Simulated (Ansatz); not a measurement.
## Geometry relaxation, with input and output: BSiH4OF (part 2 of 2)

The same run, continued: BSiH4OF; RKS PBE0-D4/def2-SVPD (Ansatz 0.2.0). It belongs to a series of runs on one base structure; here: end point B relaxed.

Geometry of the input (Å):
```
B  -0.6872  1.1949  -0.1842
O  -0.9459  0.0050  0.5632
Si 0.4119  -0.9627  0.2452
F  0.5319  -1.4501  -1.3575
H  -1.1481  1.3249  -1.3167
H  -0.2092  2.1839  0.3107
H  0.3198  0.6011  -0.1359
H  0.4338  -2.1359  1.1163
```

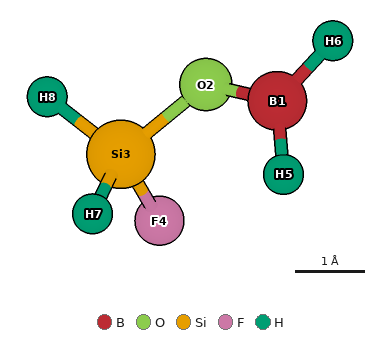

Fig. 1: The geometry at step 19 of the log (ball-and-stick view, seen at a tilt; atoms are numbered from 1 in the order of the input).

Trajectory as extended XYZ, continued
```
8
Properties=species:S:1:pos:R:3:forces:R:3 step=6 energy=-13369.84393
B    -0.7456    1.1590   -0.1176   -0.6022  -0.3061   0.1284
O    -1.2989   -0.1233    0.3272    0.3908   0.7398  -0.2379
Si    0.1464   -0.8385    0.0375    0.3793  -0.2964  -0.1616
F     0.1858   -1.7740   -1.2923    0.0097   0.0774   0.2524
H    -0.8217    1.4273   -1.3034   -0.0453   0.0380   0.2500
H    -0.4565    1.9766    0.7299   -0.0517  -0.0397  -0.1315
H     0.8852    0.4700   -0.2985    0.0820  -0.1655  -0.0166
H     0.8124   -1.5360    1.1584   -0.1626  -0.0476  -0.0832
8
Properties=species:S:1:pos:R:3:forces:R:3 step=7 energy=-13369.92333
B    -0.7992    1.1915   -0.0977   -0.7817  -0.4215  -0.1835
O    -1.2793   -0.1202    0.2650    0.5302   0.9168  -0.1910
Si    0.1855   -0.8332    0.0067    0.2371  -0.4141  -0.2846
F     0.1435   -1.8763   -1.2476    0.0989   0.2474   0.2924
H    -0.8098    1.5095   -1.2827   -0.0759  -0.0302   0.4379
H    -0.5286    1.9605    0.7916    0.0045   0.0866  -0.0393
H     0.9772    0.4122   -0.3592    0.1159  -0.1977  -0.1009
H     0.8177   -1.4829    1.1650   -0.1290  -0.1871   0.0690
8
Properties=species:S:1:pos:R:3:forces:R:3 step=8 energy=-13370.08984
B    -0.8985    1.2312   -0.0733   -0.2304   0.4630  -0.3768
O    -1.2245   -0.0804    0.1943    0.3782  -0.1650   0.0866
Si    0.2521   -0.8244   -0.0292   -0.0467  -0.6692  -0.5061
F     0.1091   -1.9806   -1.1924    0.1740   0.5745   0.4670
H    -0.8224    1.5948   -1.2409   -0.1795   0.0495   0.3418
H    -0.6254    1.9540    0.8530   -0.1464   0.2305   0.0152
H     1.1228    0.3209   -0.4516    0.1593  -0.2894  -0.1864
H     0.7939   -1.4544    1.1812   -0.1085  -0.1938   0.1587
8
Properties=species:S:1:pos:R:3:forces:R:3 step=9 energy=-13370.23291
B    -0.9641    1.3007   -0.0654   -0.0798  -1.0644   0.4132
O    -1.1605   -0.0716    0.1692    0.8099   1.0789  -0.1804
Si    0.3136   -0.8469   -0.0479   -0.5102  -0.6034  -0.4018
F     0.1161   -2.0480   -1.1629    0.1991   0.6271   0.4449
H    -0.8784    1.6879   -1.1926   -0.1816   0.1643  -0.3218
H    -0.7375    2.0217    0.8733   -0.2784   0.1306   0.0974
H     1.2567    0.2060   -0.5351    0.0580  -0.2683  -0.1030
H     0.7611   -1.4887    1.2026   -0.0170  -0.0649   0.0515
8
Properties=species:S:1:pos:R:3:forces:R:3 step=11 energy=-13370.51830
B    -1.0227    1.3979   -0.0446   -0.0349   0.0035  -0.0269
O    -0.9465    0.0424    0.1133    0.5129   0.2659  -0.0307
Si    0.4154   -0.9045   -0.0702   -0.5901  -0.6003  -0.2965
F     0.0984   -2.1439   -1.1055    0.0479   0.4693   0.2969
H    -1.0163    1.8808   -1.1618   -0.0339  -0.0927   0.1195
H    -1.0395    2.1076    0.9423   -0.1752  -0.0984  -0.0861
H     1.4891   -0.0878   -0.6575    0.2013   0.0877  -0.0915
H     0.7292   -1.5314    1.2252    0.0719  -0.0350   0.1153
8
Properties=species:S:1:pos:R:3:forces:R:3 step=12 energy=-13370.62145
B    -1.0417    1.4433   -0.0431   -0.0105  -0.0712   0.0877
O    -0.8102    0.1187    0.1521    0.2476   0.1470  -0.0031
Si    0.4556   -0.9294   -0.0726   -0.2726  -0.3242  -0.2720
F     0.0316   -2.1390   -1.0942   -0.0124   0.3044   0.1687
H    -1.0184    1.9144   -1.1585    0.0122  -0.0427   0.0069
H    -1.2383    2.1291    0.9360   -0.1438  -0.0032  -0.0774
H     1.5789   -0.2001   -0.6966    0.1109   0.0294  -0.0233
H     0.7495   -1.5758    1.2179    0.0686  -0.0395   0.1126
8
Properties=species:S:1:pos:R:3:forces:R:3 step=13 energy=-13370.69157
B    -1.0538    1.4607   -0.0323    0.0600  -0.0494   0.0469
O    -0.7116    0.1757    0.2284    0.1799   0.0416   0.0522
Si    0.4845   -0.9356   -0.0751   -0.2607  -0.2243  -0.2351
F    -0.0553   -2.1064   -1.0871    0.0110   0.3053   0.1600
H    -0.9452    1.9108   -1.1521    0.0130  -0.0277   0.0233
H    -1.4345    2.1374    0.8983   -0.1151  -0.0432  -0.1124
H     1.6290   -0.2715   -0.7376    0.0514   0.0289  -0.0220
H     0.7938   -1.6100    1.1987    0.0606  -0.0311   0.0871
8
Properties=species:S:1:pos:R:3:forces:R:3 step=14 energy=-13370.75536
B    -1.0456    1.4542   -0.0233    0.0040  -0.0498   0.1780
O    -0.6252    0.2209    0.3559    0.0521   0.0716   0.0426
Si    0.5017   -0.9328   -0.0645   -0.2297  -0.0495  -0.2446
F    -0.1640   -2.0265   -1.0884    0.0727   0.2842   0.1885
H    -0.8342    1.8583   -1.1465    0.0198  -0.0242   0.0364
H    -1.6153    2.1364    0.8127    0.0458  -0.1765  -0.2347
H     1.6334   -0.2822   -0.7714   -0.0017  -0.0456   0.0025
H     0.8562   -1.6670    1.1666    0.0371  -0.0103   0.0313
8
Properties=species:S:1:pos:R:3:forces:R:3 step=15 energy=-13370.77816
B    -1.0404    1.4375   -0.0204   -0.0374   0.0556   0.1457
O    -0.5962    0.2349    0.4169    0.0178   0.0696   0.0621
Si    0.5055   -0.9196   -0.0572   -0.1386  -0.0845  -0.1879
F    -0.2075   -1.9603   -1.0987    0.0594   0.1761   0.1217
H    -0.8087    1.8065   -1.1506    0.0255  -0.0197   0.0095
H    -1.6536    2.1316    0.7695    0.0397  -0.1470  -0.1823
H     1.6408   -0.2794   -0.7670   -0.0103  -0.0210  -0.0020
H     0.8670   -1.6901    1.1487    0.0439  -0.0291   0.0332
8
Properties=species:S:1:pos:R:3:forces:R:3 step=17 energy=-13370.80832
B    -1.0159    1.3965   -0.0102    0.0258   0.0056   0.0707
O    -0.5244    0.2787    0.5801   -0.0551   0.0573   0.0071
Si    0.5037   -0.8843   -0.0339    0.0719   0.0055  -0.0112
F    -0.3476   -1.7983   -1.0779   -0.0134  -0.0390  -0.0593
H    -0.6583    1.7013   -1.1256    0.0171  -0.0098  -0.0388
H    -1.7970    2.0732    0.6127   -0.0056  -0.0210   0.0038
H     1.6164   -0.2497   -0.7846   -0.0348  -0.0124  -0.0084
H     0.9301   -1.7562    1.0806   -0.0058   0.0137   0.0362
8
Properties=species:S:1:pos:R:3:forces:R:3 step=18 energy=-13370.80887
B    -1.0127    1.3952   -0.0086    0.0134   0.0121   0.0613
O    -0.5331    0.2732    0.5826   -0.0440   0.0438   0.0126
Si    0.5007   -0.8839   -0.0344    0.0574  -0.0013  -0.0102
F    -0.3482   -1.8042   -1.0749   -0.0132  -0.0380  -0.0536
H    -0.6410    1.7008   -1.1191    0.0173  -0.0022  -0.0397
H    -1.7984    2.0728    0.6072   -0.0073  -0.0171   0.0057
H     1.6034   -0.2408   -0.7914   -0.0210  -0.0122  -0.0087
H     0.9362   -1.7520    1.0797   -0.0025   0.0148   0.0326
8
Properties=species:S:1:pos:R:3:forces:R:3 step=19 energy=-13370.81121
B    -1.0077    1.4031   -0.0011    0.0487  -0.0133  -0.0530
O    -0.5664    0.2524    0.5628   -0.0148   0.0034   0.0042
Si    0.4913   -0.8909   -0.0436    0.0025   0.0015   0.0106
F    -0.3372   -1.8558   -1.0618   -0.0052  -0.0049  -0.0022
H    -0.5859    1.7406   -1.0874   -0.0059   0.0062   0.0206
H    -1.8096    2.0668    0.6058   -0.0259   0.0040   0.0250
H     1.5687   -0.2371   -0.8250    0.0001   0.0025  -0.0110
H     0.9538   -1.7180    1.0913    0.0004   0.0007   0.0058
8
Properties=species:S:1:pos:R:3:forces:R:3 step=20 energy=-13370.81112 accepted=F
B    -0.9985    1.4118    0.0056    0.1310  -0.0380  -0.1113
O    -0.6152    0.2225    0.5368    0.0084   0.0545  -0.1192
Si    0.4765   -0.9003   -0.0547   -0.0638  -0.0467  -0.0001
F    -0.3296   -1.9315   -1.0313    0.0466   0.0863   0.0969
H    -0.4863    1.8089   -1.0310   -0.0979  -0.0749   0.1975
H    -1.8371    2.0489    0.5933   -0.0097   0.0070  -0.0137
H     1.5094   -0.2279   -0.8809    0.0010  -0.0110   0.0112
H     0.9877   -1.6714    1.1033   -0.0157   0.0228  -0.0615
8
Properties=species:S:1:pos:R:3:forces:R:3 step=21 energy=-13370.81232
B    -1.0010    1.4057   -0.0008   -0.0348   0.0234   0.0551
O    -0.5839    0.2418    0.5536    0.0142  -0.0145  -0.0320
Si    0.4859   -0.8942   -0.0468   -0.0022   0.0045  -0.0082
F    -0.3406   -1.8835   -1.0437    0.0028   0.0006   0.0134
H    -0.5381    1.7741   -1.0578    0.0137   0.0000  -0.0146
H    -1.8294    2.0520    0.5945    0.0135  -0.0129  -0.0177
H     1.5431   -0.2347   -0.8530   -0.0077  -0.0092   0.0117
H     0.9709   -1.6999    1.0951    0.0005   0.0081  -0.0077
8
Properties=species:S:1:pos:R:3:forces:R:3 step=23 energy=-13370.81266
B    -1.0031    1.4064   -0.0003    0.0754   0.0678   0.0234
O    -0.5998    0.2323    0.5412    0.0030  -0.0362  -0.0421
Si    0.4815   -0.8966   -0.0518   -0.0100  -0.0151   0.0044
F    -0.3400   -1.9081   -1.0308    0.0125   0.0127   0.0175
H    -0.5047    1.7990   -1.0352   -0.0342  -0.0276   0.0174
H    -1.8374    2.0457    0.5906   -0.0349  -0.0038  -0.0145
H     1.5280   -0.2354   -0.8699   -0.0105  -0.0031   0.0035
H     0.9824   -1.6821    1.0974   -0.0013   0.0053  -0.0097
8
Properties=species:S:1:pos:R:3:forces:R:3 step=24 energy=-13370.81337
B    -0.9955    1.4120    0.0047    0.0180   0.0302  -0.0258
O    -0.6144    0.2233    0.5311    0.0290  -0.0105  -0.0531
Si    0.4768   -0.8995   -0.0559   -0.0179  -0.0289   0.0003
F    -0.3413   -1.9317   -1.0170    0.0264   0.0292   0.0337
H    -0.4698    1.8235   -1.0115   -0.0328  -0.0327   0.0686
H    -1.8532    2.0348    0.5805   -0.0031   0.0119  -0.0113
H     1.5093   -0.2354   -0.8901   -0.0142  -0.0074   0.0090
H     0.9951   -1.6658    1.0994   -0.0053   0.0082  -0.0215
8
Properties=species:S:1:pos:R:3:forces:R:3 step=25 energy=-13370.81354
B    -0.9944    1.4134    0.0058    0.0107   0.0131  -0.0308
O    -0.6173    0.2215    0.5283    0.0269  -0.0008  -0.0494
Si    0.4759   -0.9002   -0.0568   -0.0207  -0.0287   0.0004
F    -0.3410   -1.9368   -1.0141    0.0256   0.0295   0.0329
H    -0.4634    1.8280   -1.0059   -0.0275  -0.0267   0.0653
H    -1.8562    2.0337    0.5782    0.0013   0.0117  -0.0061
H     1.5058   -0.2358   -0.8937   -0.0110  -0.0053   0.0061
H     0.9976   -1.6627    1.0994   -0.0052   0.0072  -0.0184
8
Properties=species:S:1:pos:R:3:forces:R:3 step=26 energy=-13370.81378
B    -0.9940    1.4188    0.0053    0.0358  -0.0326   0.0168
O    -0.6380    0.2087    0.4995   -0.0248   0.0299   0.0389
Si    0.4707   -0.9072   -0.0593    0.0148   0.0461  -0.0264
F    -0.3342   -1.9657   -0.9965   -0.0212  -0.0573  -0.0289
H    -0.4339    1.8564   -0.9759    0.0027   0.0076  -0.0123
H    -1.8608    2.0328    0.5748   -0.0261   0.0050   0.0070
H     1.4841   -0.2357   -0.9068    0.0334  -0.0014  -0.0192
H     1.0130   -1.6470    1.1001   -0.0147   0.0027   0.0242
8
Properties=species:S:1:pos:R:3:forces:R:3 step=27 energy=-13370.81417
B    -0.9946    1.4278    0.0083   -0.0282   0.0437  -0.0045
O    -0.6340    0.2119    0.4799    0.0110  -0.0383   0.0079
Si    0.4735   -0.9118   -0.0678   -0.0013   0.0069   0.0099
F    -0.3289   -1.9886   -0.9897    0.0001   0.0101   0.0066
H    -0.4357    1.8938   -0.9610    0.0137  -0.0119   0.0002
H    -1.8740    2.0232    0.5837    0.0183  -0.0199  -0.0089
H     1.4976   -0.2634   -0.9240   -0.0107   0.0016   0.0036
H     1.0031   -1.6317    1.1118   -0.0029   0.0079  -0.0147
8
Properties=species:S:1:pos:R:3:forces:R:3 step=29 energy=-13370.81462
B    -0.9905    1.4265    0.0106    0.0219  -0.0104   0.0125
O    -0.6526    0.2003    0.4764   -0.0157   0.0310  -0.0145
Si    0.4667   -0.9114   -0.0706    0.0023  -0.0083  -0.0019
F    -0.3315   -2.0059   -0.9748    0.0046   0.0041   0.0028
H    -0.3902    1.9022   -0.9302   -0.0150  -0.0132   0.0143
H    -1.8852    2.0170    0.5650    0.0036  -0.0041  -0.0091
H     1.4701   -0.2525   -0.9425   -0.0002  -0.0017  -0.0004
H     1.0202   -1.6151    1.1072   -0.0015   0.0027  -0.0036
8
Properties=species:S:1:pos:R:3:forces:R:3 step=30 energy=-13370.81460 accepted=F
B    -0.9877    1.4278    0.0130   -0.0106  -0.0299  -0.0225
O    -0.6560    0.1984    0.4738   -0.0057   0.0286   0.0093
Si    0.4655   -0.9116   -0.0710    0.0115   0.0014  -0.0069
F    -0.3312   -2.0086   -0.9724   -0.0027  -0.0101  -0.0055
H    -0.3850    1.9033   -0.9257    0.0008   0.0013   0.0170
H    -1.8868    2.0153    0.5620    0.0050   0.0105   0.0069
H     1.4659   -0.2514   -0.9452    0.0029  -0.0026   0.0002
H     1.0223   -1.6121    1.1068   -0.0012   0.0008   0.0015
8
Properties=species:S:1:pos:R:3:forces:R:3 step=31 energy=-13370.81467
B    -0.9897    1.4268    0.0118    0.0004  -0.0015   0.0005
O    -0.6547    0.1995    0.4749   -0.0012   0.0003   0.0003
Si    0.4662   -0.9114   -0.0712   -0.0023   0.0017  -0.0003
F    -0.3300   -2.0076   -0.9745   -0.0008  -0.0009  -0.0006
H    -0.3891    1.9014   -0.9280    0.0000   0.0015  -0.0007
H    -1.8846    2.0178    0.5645    0.0016  -0.0013  -0.0005
H     1.4688   -0.2524   -0.9437    0.0009   0.0005   0.0001
H     1.0200   -1.6130    1.1073    0.0014  -0.0003   0.0012
```
